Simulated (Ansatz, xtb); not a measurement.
**Ligand exchange: SiH2Br2 + SiH3I → SiH2(SiH3)Br + IBr**

Species: SiH2Br2 (dibromosilane) `Br[SiH2]Br`, singlet; SiH3I `[SiH3]I`, singlet; SiH2(SiH3)Br, singlet; IBr (iodine monobromide), singlet. The partners trade Br for SiH3: Si–Br and I–SiH3 bonds give way to Si–SiH3 and I–Br.

Shapes, held fixed at every level: PBE0-D4/def2-TZVP. Programs: Ansatz 0.2.0, xtb 6.7.1. The zero-point and thermal change to 298 K, harmonic and unscaled (PBE0-D4/def2-TZVP), is -1.7 kJ/mol.

| level | kind | ΔH(298 K) (kJ/mol) | less CCSD(T)/def2-TZVPP | CPU time (sum over the molecules) |
| --- | --- | --- | --- | --- |
| GFN0-xTB | semi-empirical | +240.8 | +27.9 | 0.16 s |
| HF/def2-TZVPP | Hartree–Fock | +224.7 | +11.8 | – |
| PBE0-D4/def2-TZVPP | global hybrid | +201.9 | -11.0 | 21 s |
| r2SCAN0-D4/def2-TZVPP | global hybrid | +216.8 | +3.9 | 36 s |
| wB97X-V/def2-TZVPP | range-separated hybrid | +207.1 | -5.8 | 56 s |
| B2PLYP/def2-TZVPP | double hybrid | +209.6 | -3.3 | 36 s |
| MP2/def2-SVP | perturbation theory | +226.4 | +13.5 | – |
| CCSD(T)/def2-SVP | coupled cluster or CI | +207.3 | -5.6 | 21 s |
| CCSD(T)/def2-TZVPP | coupled cluster or CI | +212.9 | 0.0 | 4.6 min |

The highest level, CCSD(T)/def2-TZVPP, gives ΔH(298 K) = +212.9 kJ/mol; the levels span +201.9 to +240.8. The column of differences is taken from that level and isn't an error. No measured value is set beside it here. For atoms past krypton def2 sets carry core potentials with scalar relativity. Relativity is left out for Br. Outer-core shells of Br, I are correlated in most correlated rows, in sets that cover them unevenly. Times are processor times on shared x86 and Arm servers, and rough.

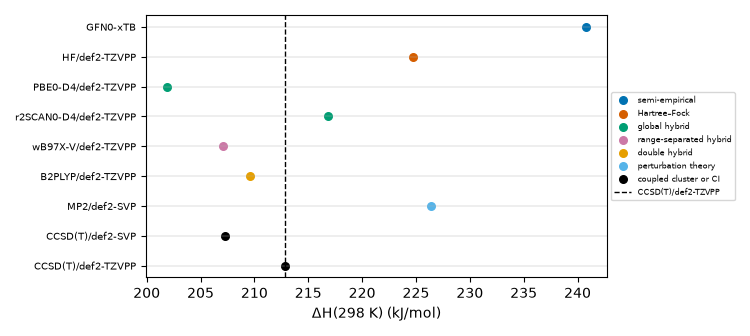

The values of the table, level by level.
